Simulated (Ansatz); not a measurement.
# Run report: TaF₅, molecular dynamics (part 3 of 3)

Continued. System: TaF₅. Method: RKS LDA/def2-SVP (Ansatz 0.2.0). It belongs to a series of runs on one base structure; here: dynamics from the last frame of an earlier run.

Geometry of the input (Å):
```
Ta 0.0906  -0.4730  0.2107
F  1.8210  -0.4060  -0.6063
F  0.6585  -1.4975  1.7320
F  -0.6274  0.3791  -1.3253
F  -0.3748  1.0534  1.1903
F  -1.0222  -1.8302  0.2882
```

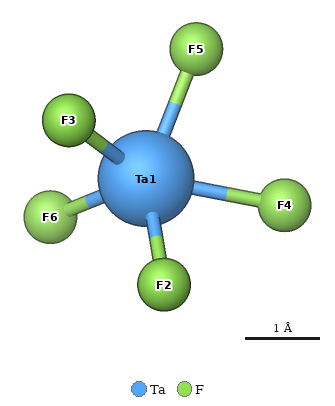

The geometry at step 142 of the log (ball-and-stick view, seen at a tilt; atoms are numbered from 1 in the order of the input).

**Trajectory as extended XYZ, continued**
```
6
Properties=species:S:1:pos:R:3:forces:R:3 step=25 time_fs=25.0 energy=-15045.94381 temperature=1302.7
Ta    0.1133   -0.4513    0.2414   -1.6981  -2.5790  -1.1966
F     1.7052   -0.3495   -0.7232   -0.2808  -0.1924   0.5296
F     0.8767   -1.1946    1.7589    0.4979  -0.2413   0.4451
F    -0.7204    0.3886   -1.2061   -0.2877  -0.1014  -0.1827
F    -0.3907    0.9826    1.2461   -0.1105   0.6325   0.4952
F    -1.1003   -2.0146    0.1688    1.8791   2.4815  -0.0906
6
Properties=species:S:1:pos:R:3:forces:R:3 step=33 time_fs=33.0 energy=-15045.97229 temperature=1322.9
Ta    0.1015   -0.4512    0.2514    3.3250  -0.8646  -1.8834
F     1.7482   -0.3355   -0.7896   -2.0450  -0.3321   1.5596
F     0.9877   -1.0912    1.8184   -0.3156   0.0137  -0.9692
F    -0.7483    0.3798   -1.2013   -0.0355  -0.0210   0.1799
F    -0.3748    0.9350    1.2875   -0.7546   1.5652   0.9660
F    -1.0175   -1.8988    0.0929   -0.1743  -0.3613   0.1470
6
Properties=species:S:1:pos:R:3:forces:R:3 step=42 time_fs=42.0 energy=-15045.59892 temperature=633.5
Ta    0.1089   -0.4503    0.2533    5.9731   5.1478   0.4880
F     1.7126   -0.3197   -0.8185   -1.6716  -0.4070   1.3590
F     1.1005   -0.9953    1.8416   -0.8534  -0.0370  -1.7236
F    -0.7676    0.3791   -1.2001    0.1999   0.0689   0.5488
F    -0.3971    0.9425    1.3731   -0.4047  -0.0267  -0.3938
F    -0.9358   -1.7987    0.0107   -3.2433  -4.7460  -0.2783
6
Properties=species:S:1:pos:R:3:forces:R:3 step=50 time_fs=50.0 energy=-15045.95796 temperature=900.2
Ta    0.1327   -0.4291    0.2509    0.1288   1.6117   2.0143
F     1.6504   -0.3210   -0.7842    0.3216  -0.1197   0.0358
F     1.1647   -0.9313    1.8111   -0.7451  -0.1362  -1.4930
F    -0.7754    0.3876   -1.1746    0.1447   0.3437   0.3572
F    -0.4395    0.9465    1.4439    0.1542  -0.9221  -1.3516
F    -0.9632   -1.8641   -0.0546   -0.0043  -0.7775   0.4372
6
Properties=species:S:1:pos:R:3:forces:R:3 step=58 time_fs=58.0 energy=-15045.78780 temperature=508.2
Ta    0.1506   -0.4056    0.2503   -4.7931  -0.9800   1.8119
F     1.6113   -0.3228   -0.7479    2.6025   0.2052  -1.6415
F     1.2029   -0.8802    1.7180    0.2585  -0.6110   0.1065
F    -0.7822    0.4162   -1.1471    0.0489   0.5334   0.0931
F    -0.4613    0.9162    1.4783    0.2158  -0.6547  -1.2759
F    -0.9772   -1.9396   -0.1048    1.6674   1.5070   0.9060
6
Properties=species:S:1:pos:R:3:forces:R:3 step=67 time_fs=67.0 energy=-15045.88192 temperature=738.5
Ta    0.1458   -0.3869    0.2500   -2.8457  -2.3208  -0.3200
F     1.6495   -0.3335   -0.7713    0.9160   0.2550  -0.7485
F     1.2680   -0.8373    1.6352    0.8276  -0.7950   0.9850
F    -0.7701    0.4687   -1.1116   -0.2311   0.7994  -0.4240
F    -0.4748    0.8509    1.4933   -0.2499   0.2189  -0.4243
F    -0.9208   -1.9729   -0.1145    1.5831   1.8424   0.9319
6
Properties=species:S:1:pos:R:3:forces:R:3 step=75 time_fs=75.0 energy=-15045.97925 temperature=1023.9
Ta    0.1288   -0.3806    0.2466    2.2738  -1.3182  -2.0824
F     1.7346   -0.3373   -0.8099   -1.6547   0.2133   0.7035
F     1.3341   -0.8225    1.5846    0.3819  -0.5756   0.6210
F    -0.7448    0.5414   -1.0999   -0.1772   0.6296  -0.3948
F    -0.4802    0.7953    1.4929   -0.8885   1.0241   0.6697
F    -0.7970   -1.9448   -0.1022    0.0647   0.0268   0.4831
6
Properties=species:S:1:pos:R:3:forces:R:3 step=83 time_fs=83.0 energy=-15045.67920 temperature=558.2
Ta    0.1154   -0.3826    0.2377    6.0796   3.2726  -1.0956
F     1.7604   -0.3379   -0.8290   -2.3590   0.1773   0.9825
F     1.4003   -0.8262    1.5714   -0.7916  -0.1333  -0.3956
F    -0.7407    0.6308   -1.0918    0.1984  -0.0927   0.2334
F    -0.5019    0.7740    1.5066   -0.8956   0.7027   0.7189
F    -0.6604   -1.9065   -0.0972   -2.2317  -3.9266  -0.4435
6
Properties=species:S:1:pos:R:3:forces:R:3 step=92 time_fs=92.0 energy=-15045.93171 temperature=972.7
Ta    0.1221   -0.3807    0.2220    3.0129   2.7789  -0.4024
F     1.7012   -0.3300   -0.8415   -1.4366   0.2197   0.4600
F     1.4256   -0.8419    1.5408   -1.0939   0.1454  -0.5701
F    -0.7195    0.7413   -1.0962    0.6906  -0.9859   1.0928
F    -0.5694    0.7643    1.5386   -0.0559  -0.4542  -0.4435
F    -0.6109   -1.9801   -0.1089   -1.1170  -1.7039  -0.1368
6
Properties=species:S:1:pos:R:3:forces:R:3 step=100 time_fs=100.0 energy=-15045.89892 temperature=889.0
Ta    0.1366   -0.3736    0.1972   -2.5465  -0.9179   1.2996
F     1.5932   -0.3235   -0.8561    1.4267   0.3483  -1.3510
F     1.4132   -0.8411    1.4949   -0.4782   0.1307  -0.0347
F    -0.6781    0.8095   -1.0578    0.4395  -0.7481   0.7640
F    -0.6186    0.7431    1.5622    0.5557  -0.9370  -1.1537
F    -0.6173   -2.1083   -0.1437    0.6027   2.1240   0.4758
6
Properties=species:S:1:pos:R:3:forces:R:3 step=108 time_fs=108.0 energy=-15045.71358 temperature=799.1
Ta    0.1340   -0.3787    0.1720   -3.5727  -2.6512   2.5796
F     1.5242   -0.2956   -0.9234    2.5878   0.2420  -1.9147
F     1.3925   -0.8374    1.4608    0.1214   0.0665   0.2445
F    -0.6077    0.8596   -0.9858   -0.4783   0.3560  -0.3559
F    -0.6307    0.7134    1.5566    0.5440  -0.9146  -1.0921
F    -0.5983   -2.1715   -0.1769    0.7979   2.9013   0.5386
6
Properties=species:S:1:pos:R:3:forces:R:3 step=117 time_fs=117.0 energy=-15045.89445 temperature=890.2
Ta    0.1177   -0.4044    0.1590    0.5066  -2.1560   0.1887
F     1.5318   -0.2486   -1.0466    0.1589  -0.2918   0.3960
F     1.3725   -0.8333    1.4416    0.5420  -0.0502   0.3068
F    -0.5340    0.9081   -0.9158   -1.1713   1.1816  -1.1832
F    -0.6100    0.6766    1.5036   -0.1530  -0.3877   0.0219
F    -0.5581   -2.1583   -0.1744    0.1168   1.7042   0.2697
6
Properties=species:S:1:pos:R:3:forces:R:3 step=125 time_fs=125.0 energy=-15045.67311 temperature=583.6
Ta    0.1025   -0.4335    0.1480    3.5051   2.6850  -2.7059
F     1.5593   -0.2330   -1.1201   -1.2153  -0.6068   1.5444
F     1.3488   -0.8053    1.4309    1.0181  -0.3836   0.5882
F    -0.5232    0.9756   -0.8967   -0.6739  -0.0252  -0.5550
F    -0.5875    0.6344    1.4475   -1.1525   0.5181   1.5521
F    -0.5128   -2.0838   -0.1669   -1.4815  -2.1876  -0.4238
6
Properties=species:S:1:pos:R:3:forces:R:3 step=133 time_fs=133.0 energy=-15045.44467 temperature=450.5
Ta    0.1023   -0.4554    0.1277    3.8473   6.9534  -2.2794
F     1.5436   -0.2206   -1.1414   -1.1673  -0.7328   1.4610
F     1.3540   -0.7864    1.4287    0.7312  -0.4348   0.2215
F    -0.5234    1.0580   -0.8954   -0.1115  -1.4828   0.3278
F    -0.6077    0.6045    1.4448   -1.0270   0.0785   1.1215
F    -0.4936   -2.0640   -0.1782   -2.2727  -4.3815  -0.8524
6
Properties=species:S:1:pos:R:3:forces:R:3 step=142 time_fs=142.0 energy=-15045.79783 temperature=772.6
Ta    0.1192   -0.4474    0.0972   -0.5286   2.5778   0.6615
F     1.4753   -0.2201   -1.1200    0.7073  -0.4144  -0.1489
F     1.3933   -0.7935    1.4166   -0.0794  -0.1047  -0.6105
F    -0.5267    1.1019   -0.8899    0.0984  -1.8205   0.7317
F    -0.6474    0.5725    1.5049    0.0194  -0.8995  -0.6243
F    -0.5408   -2.1657   -0.2151   -0.2171   0.6613  -0.0094
6
Properties=species:S:1:pos:R:3:forces:R:3 step=150 time_fs=150.0 energy=-15045.59836 temperature=487.8
Ta    0.1264   -0.4230    0.0805   -3.3217  -1.1278   2.4606
F     1.4291   -0.2375   -1.1144    2.4725  -0.0338  -1.7450
F     1.4233   -0.8024    1.3758   -0.2194   0.1093  -0.6316
F    -0.5330    1.0890   -0.8801   -0.0652  -1.0927   0.4766
F    -0.6839    0.5253    1.5348    0.3667  -0.8666  -0.9849
F    -0.5775   -2.2355   -0.2641    0.7672   3.0117   0.4243
6
Properties=species:S:1:pos:R:3:forces:R:3 step=158 time_fs=158.0 energy=-15045.79305 temperature=916.2
Ta    0.1246   -0.3965    0.0670   -2.3555  -2.9082   1.0413
F     1.4466   -0.2461   -1.1625    1.5009  -0.0374  -1.0204
F     1.4371   -0.7884    1.2873    0.6556  -0.0010   0.4231
F    -0.5401    1.0442   -0.8711   -0.6439   0.5437  -0.4370
F    -0.7170    0.4634    1.5273    0.1730  -0.4471  -0.4564
F    -0.5708   -2.1994   -0.2955    0.6699   2.8501   0.4494
6
Properties=species:S:1:pos:R:3:forces:R:3 step=167 time_fs=167.0 energy=-15045.92252 temperature=1091.2
Ta    0.1162   -0.3773    0.0462    1.6581  -1.0185  -1.9472
F     1.5391   -0.2527   -1.2530   -1.1030  -0.0919   1.0191
F     1.4550   -0.7918    1.1849    1.4714  -0.1874   1.3864
F    -0.5562    1.0294   -0.8854   -0.8942   1.4062  -1.0368
F    -0.7510    0.3683    1.4914   -0.4908   0.1643   0.7462
F    -0.5267   -2.0559   -0.3158   -0.6416  -0.2727  -0.1678
6
Properties=species:S:1:pos:R:3:forces:R:3 step=175 time_fs=175.0 energy=-15045.52888 temperature=678.7
Ta    0.1094   -0.3626    0.0223    5.7123   4.0753  -1.7418
F     1.5898   -0.2755   -1.3119   -2.0466  -0.0374   1.6417
F     1.5044   -0.8133    1.1470    0.2044   0.1478   0.5307
F    -0.5689    1.0747   -0.9178   -0.4598   0.4737  -0.4943
F    -0.7831    0.3034    1.4643   -0.8246   0.3709   1.3197
F    -0.5032   -1.9329   -0.3234   -2.5859  -5.0303  -1.2560
6
Properties=species:S:1:pos:R:3:forces:R:3 step=183 time_fs=183.0 energy=-15045.79266 temperature=933.6
Ta    0.1155   -0.3351   -0.0015    4.4976   1.9300  -1.6422
F     1.5822   -0.3031   -1.3359   -2.0387   0.1282   1.5989
F     1.5557   -0.8235    1.1336   -1.0946   0.6090  -0.3697
F    -0.5812    1.1384   -0.9682    0.2373  -0.7940   0.4931
F    -0.8320    0.2620    1.4642   -0.2561   0.1353   0.5213
F    -0.5492   -1.9398   -0.3743   -1.3455  -2.0085  -0.6014
6
Properties=species:S:1:pos:R:3:forces:R:3 step=192 time_fs=192.0 energy=-15045.83264 temperature=1006.6
Ta    0.1358   -0.2963   -0.0259   -0.3680  -2.5132   0.2528
F     1.5046   -0.3418   -1.2871   -0.0785   0.2930  -0.2951
F     1.5933   -0.7821    1.1259   -1.5896   0.8475  -0.6073
F    -0.5801    1.1745   -0.9984    0.5435  -0.9721   0.7978
F    -0.9110    0.2319    1.4681    0.6987  -0.1645  -0.6722
F    -0.6311   -2.0145   -0.4562    0.7939   2.5092   0.5240
6
Properties=species:S:1:pos:R:3:forces:R:3 step=200 time_fs=200.0 energy=-15045.48924 temperature=624.1
Ta    0.1551   -0.2718   -0.0384   -4.7065  -3.0980   2.6777
F     1.4404   -0.3814   -1.2441    2.7391   0.0705  -3.1536
F     1.6021   -0.7001    1.1008   -1.0159   0.6574   0.0077
F    -0.5673    1.1888   -0.9993    0.5554  -0.6484   0.6832
F    -0.9637    0.1826    1.4665    1.0345  -0.1732  -0.9914
F    -0.6916   -2.0046   -0.5028    1.3934   3.1916   0.7764
6
Properties=species:S:1:pos:R:3:forces:R:3 step=208 time_fs=208.0 energy=-15045.84859 temperature=987.1
Ta    0.1573   -0.2623   -0.0494   -4.1173  -1.5010   1.6165
F     1.4417   -0.4241   -1.2753    2.2609  -0.0670  -2.8243
F     1.5834   -0.6169    1.0709    0.0203   0.3305   0.8760
F    -0.5478    1.1941   -1.0011    0.4003  -0.2392   0.4657
F    -0.9874    0.1216    1.4329    0.7027  -0.0228  -0.5503
F    -0.7028   -1.8848   -0.5219    0.7330   1.4995   0.4164
6
Properties=species:S:1:pos:R:3:forces:R:3 step=217 time_fs=217.0 energy=-15045.85795 temperature=1015.9
Ta    0.1334   -0.2469   -0.0597    3.7054   2.0358  -0.8900
F     1.5124   -0.4663   -1.3969   -1.0942   0.2420   0.6243
F     1.5732   -0.5165    1.0676    0.1488   0.1905   0.7261
F    -0.5218    1.1860   -1.0011   -0.2240   0.8004  -0.1729
F    -0.9702    0.0440    1.3900   -0.5269   0.3339   0.8355
F    -0.6866   -1.7118   -0.5277   -2.0092  -3.6026  -1.1231
6
Properties=species:S:1:pos:R:3:forces:R:3 step=225 time_fs=225.0 energy=-15045.76142 temperature=908.0
Ta    0.1204   -0.2252   -0.0788    4.9855   0.6262  -1.4091
F     1.5511   -0.4723   -1.4818   -2.1725   0.3667   1.9545
F     1.5587   -0.4166    1.1086   -0.4190   0.2454  -0.1556
F    -0.5152    1.2053   -1.0125   -0.3593   1.0064  -0.2238
F    -0.9666   -0.0072    1.3903   -0.6128   0.3435   0.6851
F    -0.7262   -1.6926   -0.5745   -1.4219  -2.5883  -0.8511
6
Properties=species:S:1:pos:R:3:forces:R:3 step=233 time_fs=233.0 energy=-15045.94207 temperature=1136.5
Ta    0.1271   -0.2026   -0.1037    1.4029  -1.8244  -1.4786
F     1.5176   -0.4601   -1.5003   -1.9009   0.2884   1.9327
F     1.5258   -0.3197    1.1539   -0.5936   0.2491  -0.7485
F    -0.5135    1.2759   -1.0188    0.1169  -0.0159   0.4931
F    -0.9922   -0.0707    1.4051    0.1658   0.2226  -0.5650
F    -0.8052   -1.7483   -0.6430    0.8089   1.0800   0.3663
6
Properties=species:S:1:pos:R:3:forces:R:3 step=242 time_fs=242.0 energy=-15045.86062 temperature=972.8
Ta    0.1429   -0.1824   -0.1358   -3.0955  -1.8028   1.4400
F     1.3944   -0.4169   -1.4516    0.9615  -0.3444  -0.7623
F     1.4833   -0.2250    1.1912   -0.4295   0.1739  -1.0685
F    -0.4965    1.3561   -0.9960    0.3402  -0.6355   0.7855
F    -1.0222   -0.1427    1.3892    0.5098   0.2235  -1.1082
F    -0.8462   -1.7857   -0.6917    1.7135   2.3853   0.7134
6
Properties=species:S:1:pos:R:3:forces:R:3 step=250 time_fs=250.0 energy=-15045.69268 temperature=768.6
Ta    0.1485   -0.1754   -0.1581   -5.7241  -0.7002   4.1081
F     1.3134   -0.4105   -1.4427    3.5826  -0.9138  -3.5644
F     1.4458   -0.1393    1.1819    0.1481   0.0316  -0.7098
F    -0.4462    1.4202   -0.9285    0.1997  -0.5478   0.5347
F    -1.0469   -0.1906    1.3465    0.3533   0.1955  -0.8919
F    -0.8245   -1.7652   -0.7189    1.4404   1.9347   0.5232
```
